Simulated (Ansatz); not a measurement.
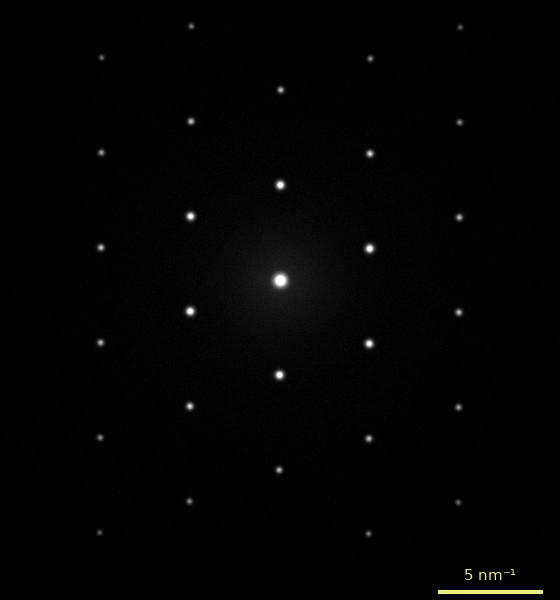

Computed electron diffraction pattern, 80 kV, single scattering only, B = 1 Å².

> Read the repeat vectors of the pattern off the scale bar.

The spots form a centred rectangular net with both shortest vectors at d = 2.18 Å, 70.5° apart.

> What is the point symmetry of the pattern, intensities included?

2mm.

> What was simulated?

This cannot be fixed from one zone alone; the pattern is [110] of Rh, space group Fm-3m (No. 225), a = 3.782 Å. The net vectors are -1 1 -1 and -1 1 1. Structure: the input geometry of an electronic-structure calculation (not necessarily at equilibrium).
